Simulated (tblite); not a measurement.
**Geometry relaxation, with input and output: C₂H₆BF₃Si**

C₂H₆BF₃Si, SMILES F[SiH2]CCB(F)F, computed with GFN2-xTB geometry optimisation, gas phase (tblite 0.8.0).

It belongs to a series of runs on one base structure; here: H on Si replaced by F.

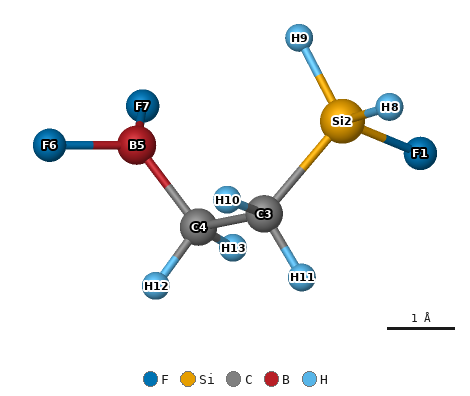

The starting structure (ball-and-stick view, seen at a tilt; atoms are numbered from 1 in the order of the input). Bond lengths as drawn: B–C 1.57 Å, B–F 1.44 to 1.46 Å, C–C 1.51 Å, C–H 1.09 to 1.13 Å, C–Si 1.85 Å, F–Si 1.68 Å and H–Si 1.45 to 1.49 Å.

**Input file**
```
{"job": {"kind": "relax", "xc": "GFN2-xTB", "basis": "xTB"}, "charge": 0, "multiplicity": 1}
F      1.789500     0.799000    -1.963400
Si     1.455500     0.905000    -0.321700
C      0.671500    -0.669100     0.255400
C     -0.784300    -0.783500    -0.141100
B     -1.706700     0.339000     0.446600
F     -2.438800     0.048100     1.652800
F     -2.395900     1.175500    -0.526700
H      2.775000     0.967000     0.366400
H      0.720700     2.101100     0.059100
H      0.748200    -0.713200     1.360400
H      1.178300    -1.536400    -0.226800
H     -1.138900    -1.787000     0.248500
H     -0.878300    -0.845000    -1.227200
```

The first line tells a small driver script what to run in tblite; the rest is the geometry in Å.

Run on 1 CPU thread, shared host.

Run as:
```bash
OMP_NUM_THREADS=1 python <driver script> task.json out
```

**Log**
```
step      E/eV     max force
  0    -670.01305    4.042
  1    -670.59364    2.254
  2    -670.81823    2.706
  3    -670.91339    1.068
  4    -670.97668    0.551
  5    -671.00064    0.645
  6    -671.02106    0.457
  7    -671.03596    0.304
  8    -671.04794    0.297
  9    -671.05500    0.253
 10    -671.05978    0.167
 11    -671.06400    0.169
 12    -671.06774    0.175
 13    -671.07055    0.161
 14    -671.07277    0.175
 15    -671.07526    0.148
 16    -671.07834    0.190
 17    -671.08124    0.152
 18    -671.08337    0.109
 19    -671.08518    0.123
 20    -671.08746    0.160
 21    -671.09078    0.232
 22    -671.09483    0.222
 23    -671.09847    0.159
 24    -671.10087    0.143
 25    -671.10234    0.109
 26    -671.10340    0.084
 27    -671.10401    0.049
 28    -671.10433    0.047
 29    -671.10462    0.046
 30    -671.10500    0.063
 31    -671.10539    0.054
 32    -671.10566    0.039
 33    -671.10583    0.044
 34    -671.10600    0.043
 35    -671.10625    0.047
 36    -671.10657    0.047
 37    -671.10687    0.036
 38    -671.10708    0.039
 39    -671.10725    0.033
 40    -671.10740    0.031
 41    -671.10756    0.029
 42    -671.10770    0.032
 43    -671.10781    0.027
 44    -671.10791    0.025
 45    -671.10805    0.030
 46    -671.10823    0.038
 47    -671.10842    0.046
 48    -671.10860    0.039
 49    -671.10878    0.029
 50    -671.10902    0.038
 51    -671.10934    0.042
 52    -671.10974    0.046
 53    -671.11010    0.046
 54    -671.11048    0.053
 55    -671.11099    0.066
 56    -671.11156    0.075
 57    -671.11206    0.097
 58    -671.11241    0.088
 59    -671.11302    0.086
 60    -671.11385    0.129
 61    -671.11564    0.169
 62    -671.11717    0.191
 63    -671.11884    0.168
 64    -671.11888    0.237
 65    -671.11381    0.703
 66    -671.12069    0.083
 67    -671.12140    0.060
 68    -671.12347    0.198
 69    -671.12508    0.207
 70    -671.12762    0.087
 71    -671.12766    0.299
 72    -671.12906    0.116
 73    -671.13019    0.088
 74    -671.13450    0.079
 75    -671.13540    0.237
 76    -671.13682    0.096
 77    -671.13932    0.074
 78    -671.14089    0.262
 79    -671.14181    0.064
 80    -671.14230    0.061
 81    -671.14249    0.089
 82    -671.14281    0.101
 83    -671.14316    0.098
 84    -671.14358    0.077
 85    -671.14412    0.151
 86    -671.14495    0.161
 87    -671.14617    0.203
 88    -671.14755    0.203
 89    -671.14841    0.124
 90    -671.14889    0.069
 91    -671.14917    0.030
 92    -671.14936    0.034
 93    -671.14947    0.026
 94    -671.14961    0.019
 95    -671.14967    0.020
 96    -671.14971    0.015
 97    -671.14974    0.011
 98    -671.14977    0.012
 99    -671.14978    0.009
```

**Trajectory as extended XYZ (Å, eV, eV/Å), 8 of the 100 frames kept, from step=0 to step=99**
```
13
Properties=species:S:1:pos:R:3:forces:R:3 step=0 energy=-670.01305
F     1.7895    0.7990   -1.9634   -0.4730   0.1890   1.6360
Si    1.4555    0.9050   -0.3217    1.6670   0.7390  -0.9740
C     0.6715   -0.6691    0.2554    0.4150  -1.0270   0.0500
C    -0.7843   -0.7835   -0.1411   -0.6020  -0.9410   0.5110
B    -1.7067    0.3390    0.4466   -4.0130  -0.2280  -0.4280
F    -2.4388    0.0481    1.6528    1.7130   1.3630  -2.6390
F    -2.3959    1.1755   -0.5267    1.5610  -1.4530   2.7870
H     2.7750    0.9670    0.3664   -0.2950   0.0190  -0.4380
H     0.7207    2.1011    0.0591   -0.1660   0.0100  -0.3460
H     0.7482   -0.7132    1.3604    0.1100  -0.2890  -0.6450
H     1.1783   -1.5364   -0.2268   -0.0050   0.4210   0.7190
H    -1.1389   -1.7870    0.2485    0.0550   0.9650  -0.2690
H    -0.8783   -0.8450   -1.2272    0.0340   0.2320   0.0350
13
Properties=species:S:1:pos:R:3:forces:R:3 step=14 energy=-671.07277
F     1.7396    0.8598   -1.8531   -0.0270  -0.0380  -0.0350
Si    1.5066    0.9284   -0.2602   -0.0080   0.0310  -0.0420
C     0.6515   -0.6798    0.2734   -0.0080  -0.0300   0.0290
C    -0.8219   -0.8474   -0.1582   -0.0420  -0.0520  -0.0700
B    -1.8473    0.2282    0.3787   -0.0030  -0.0040   0.0110
F    -2.3596    0.2023    1.5939    0.0860  -0.0150   0.0500
F    -2.3382    1.2043   -0.3589    0.0730   0.0050  -0.0290
H     2.8540    0.9974    0.2903   -0.0290   0.0010   0.0140
H     0.6969    2.1150   -0.0630   -0.0420   0.0540   0.0370
H     0.7163   -0.7799    1.3563   -0.0360   0.0040   0.0480
H     1.2087   -1.5203   -0.1478    0.0190  -0.0210   0.0410
H    -1.1500   -1.8346    0.1767   -0.0250  -0.0370   0.0830
H    -0.8609   -0.8729   -1.2458    0.0420   0.1020  -0.1360
13
Properties=species:S:1:pos:R:3:forces:R:3 step=28 energy=-671.10433
F     1.6310    0.8076   -1.8528   -0.0180   0.0130   0.0020
Si    1.4396    0.9297   -0.2567    0.0100  -0.0240   0.0070
C     0.6219   -0.6913    0.3060   -0.0160   0.0090  -0.0100
C    -0.8192   -0.8842   -0.2234   -0.0010   0.0120   0.0030
B    -1.7790    0.2192    0.3671   -0.0070   0.0130   0.0000
F    -2.1647    0.2339    1.6288    0.0210  -0.0140  -0.0030
F    -2.2315    1.2449   -0.3257   -0.0090  -0.0110  -0.0110
H     2.7883    1.0168    0.2826    0.0270   0.0110  -0.0020
H     0.6445    2.1302   -0.0547   -0.0180  -0.0430  -0.0080
H     0.6050   -0.7403    1.3959   -0.0020  -0.0140  -0.0290
H     1.2292   -1.5332   -0.0378   -0.0270   0.0130   0.0290
H    -1.1602   -1.8818    0.0668    0.0060   0.0170   0.0080
H    -0.8092   -0.8511   -1.3138    0.0330   0.0180   0.0120
13
Properties=species:S:1:pos:R:3:forces:R:3 step=42 energy=-671.10770
F     1.6078    0.8084   -1.8532   -0.0060  -0.0080   0.0040
Si    1.4434    0.9157   -0.2530    0.0140   0.0140   0.0020
C     0.6250   -0.6997    0.3186    0.0100   0.0080   0.0000
C    -0.8079   -0.8696   -0.2351   -0.0100  -0.0020   0.0090
B    -1.7686    0.2293    0.3607   -0.0180  -0.0070  -0.0050
F    -2.1233    0.2443    1.6312    0.0130   0.0030   0.0230
F    -2.2620    1.2375   -0.3282   -0.0140   0.0030  -0.0290
H     2.8006    1.0306    0.2600   -0.0040   0.0000   0.0000
H     0.6098    2.0887   -0.0424    0.0170  -0.0060   0.0070
H     0.5898   -0.7399    1.4075   -0.0060   0.0080   0.0070
H     1.2240   -1.5543   -0.0024    0.0070  -0.0030  -0.0180
H    -1.1650   -1.8644    0.0428   -0.0050  -0.0190  -0.0100
H    -0.7779   -0.8261   -1.3243    0.0020   0.0090   0.0090
13
Properties=species:S:1:pos:R:3:forces:R:3 step=57 energy=-671.11206
F     1.5685    0.7861   -1.8344    0.0100   0.0380  -0.0100
Si    1.4653    0.9057   -0.2297   -0.0060  -0.0260  -0.0090
C     0.6311   -0.7034    0.3343   -0.0140  -0.0160   0.0120
C    -0.7958   -0.8422   -0.2427    0.0230  -0.0410   0.0070
B    -1.7864    0.2295    0.3551   -0.0150   0.0270   0.0010
F    -2.0337    0.3446    1.6479    0.0390  -0.0030  -0.0890
F    -2.4277    1.1136   -0.3840   -0.0110  -0.0280   0.0570
H     2.8403    1.0204    0.2300    0.0010  -0.0170   0.0130
H     0.6424    2.0795    0.0164    0.0060   0.0090  -0.0040
H     0.5799   -0.7543    1.4221   -0.0010   0.0160  -0.0060
H     1.2179   -1.5667    0.0108    0.0110   0.0420  -0.0030
H    -1.1501   -1.8508   -0.0132   -0.0600   0.0010   0.0150
H    -0.7560   -0.7616   -1.3303    0.0180  -0.0010   0.0160
13
Properties=species:S:1:pos:R:3:forces:R:3 step=71 energy=-671.12766
F     1.5365    0.8547   -1.7963    0.0080   0.0090  -0.0290
Si    1.4982    0.8951   -0.1836    0.0470   0.0630  -0.0410
C     0.6222   -0.7002    0.3440    0.0160   0.0180  -0.0120
C    -0.7838   -0.8074   -0.2707   -0.0250  -0.0210   0.0340
B    -1.8171    0.2265    0.3188   -0.0800   0.1340   0.0630
F    -1.8006    0.6041    1.5905   -0.0140  -0.0340  -0.2970
F    -2.7997    0.7624   -0.3849    0.1350  -0.0710   0.1570
H     2.8937    0.9004    0.2235    0.0270   0.0080   0.0220
H     0.7658    2.1140    0.1194   -0.0210  -0.0110   0.0300
H     0.5569   -0.7521    1.4304   -0.0330  -0.0500  -0.0150
H     1.2124   -1.5577    0.0137   -0.0010  -0.0290   0.0570
H    -1.1882   -1.8051   -0.0651    0.0390  -0.0570  -0.0160
H    -0.7009   -0.7341   -1.3574   -0.1000   0.0420   0.0470
13
Properties=species:S:1:pos:R:3:forces:R:3 step=85 energy=-671.14412
F     1.5493    0.9412   -1.7754   -0.0130  -0.0270  -0.0010
Si    1.5229    0.8909   -0.1617   -0.0170   0.0090  -0.0050
C     0.6097   -0.6992    0.3308   -0.0050   0.0070   0.0080
C    -0.7939   -0.8152   -0.2866   -0.0040   0.0050   0.0040
B    -1.8312    0.2137    0.3029   -0.0470   0.0730  -0.1230
F    -1.6386    0.8640    1.4340   -0.0130   0.0080   0.0210
F    -2.9780    0.5060   -0.2843    0.0840  -0.0530   0.0640
H     2.9213    0.8341    0.2348    0.0200   0.0000   0.0040
H     0.8307    2.1086    0.2198   -0.0210   0.0230   0.0100
H     0.5152   -0.7367    1.4160    0.0280  -0.0390   0.0140
H     1.2041   -1.5674    0.0377   -0.0230  -0.0070  -0.0100
H    -1.1805   -1.8258   -0.1124    0.0030  -0.0100  -0.0020
H    -0.7353   -0.7136   -1.3733    0.0070   0.0110   0.0160
13
Properties=species:S:1:pos:R:3:forces:R:3 step=99 energy=-671.14978
F     1.5190    0.9402   -1.7449    0.0000   0.0000  -0.0010
Si    1.5244    0.8882   -0.1299    0.0040  -0.0010  -0.0030
C     0.6121   -0.7110    0.3363    0.0000   0.0000   0.0000
C    -0.7897   -0.8032   -0.2861    0.0000  -0.0010  -0.0010
B    -1.8320    0.2298    0.2836   -0.0050   0.0050  -0.0050
F    -1.5896    1.0294    1.3049   -0.0030   0.0000   0.0010
F    -3.0491    0.3585   -0.2076    0.0060  -0.0010   0.0070
H     2.9308    0.8165    0.2397   -0.0020   0.0040   0.0000
H     0.8472    2.1083    0.2716    0.0030   0.0010   0.0040
H     0.5288   -0.7908    1.4202   -0.0050  -0.0020  -0.0030
H     1.1991   -1.5713    0.0062   -0.0010   0.0000   0.0000
H    -1.1890   -1.8133   -0.1413   -0.0010  -0.0010   0.0020
H    -0.7164   -0.6808   -1.3705    0.0040  -0.0050  -0.0010
```

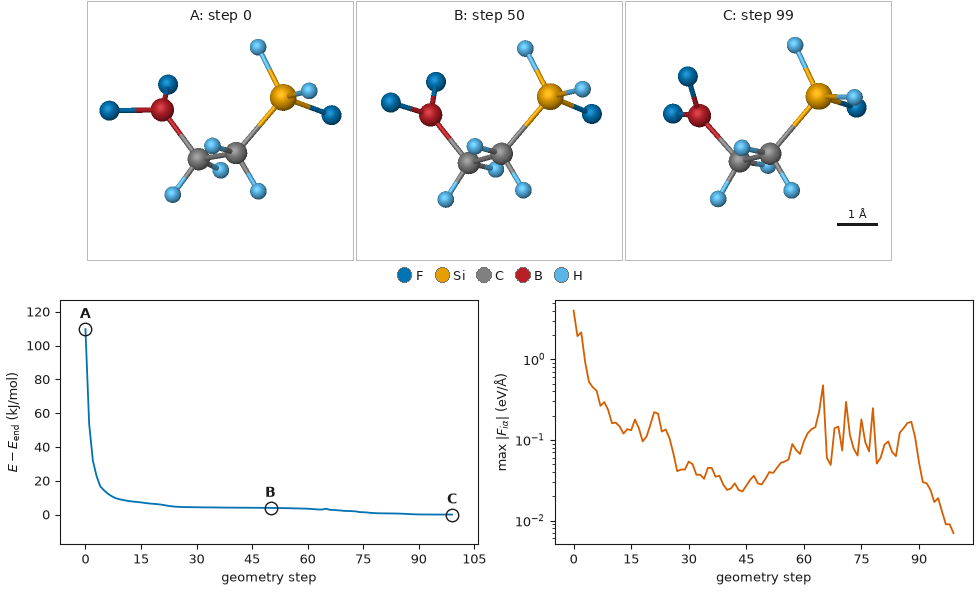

Frames of the relaxation (ball-and-stick view, seen at a tilt) above the curves, on which the letters mark them (steps are counted from 0).

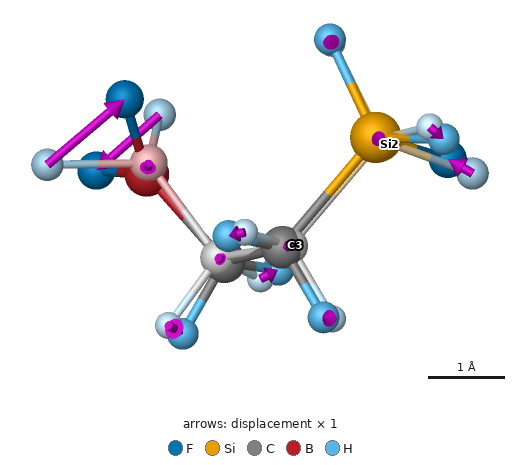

Start (faint) and end (solid) with the displacements as pink arrows, at true length (ball-and-stick view, seen at a tilt). The two geometries are laid on each other by the best rigid fit. The energy falls by 109.7 kJ/mol in 99 geometry steps. Largest force component: 4 eV/Å at the start, 0.007 eV/Å at the end. F6 moves most after the best rigid fit: 1.34 Å. Largest moves by element: F 1.34 Å, H 0.38 Å, B 0.23 Å, Si 0.19 Å, C 0.14 Å. Among the contacts that change: B5–F7 1.457 → 1.319 Å, B5–F6 1.441 → 1.320 Å, F1–Si2 1.679 → 1.616 Å, Si2–C3 1.851 → 1.899 Å. Among the angles that change: F1–Si2–H9 114.1° → 104.3°, H8–Si2–H9 107.0° → 114.9°, C4–B5–F7 116.1° → 122.7°. (Atoms are counted from 1 in the order of the input.)

**Key numbers**

```json
{"quantity": "outcome", "value": "converged"}
{"quantity": "total energy", "value": "−671.1498 eV"}
{"quantity": "wall time", "value": "0.56 s"}
{"quantity": "peak memory", "value": "0.18 GiB"}
```
